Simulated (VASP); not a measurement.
Band structure of PtTe₂ (1T layered). These are vdW-DF-cx, VASP's PBE PAW potentials (set 64) (plane waves; VASP) values and carry that method's errors.

Unless said otherwise, spin-orbit coupling is left out, though it shifts the bands of the heavy elements here.

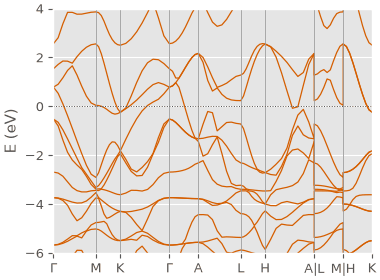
Bands along high-symmetry lines, zero at the valence-band maximum or, without a gap, the Fermi level

Problem. Read the plot: is there a gap, and where are the band edges?

Solution. It has no gap at this level: it comes out as a metal or semimetal. (Edges off the drawn lines would not show.)

The compound is PtTe2 in the 1T layered structure. It was relaxed first.
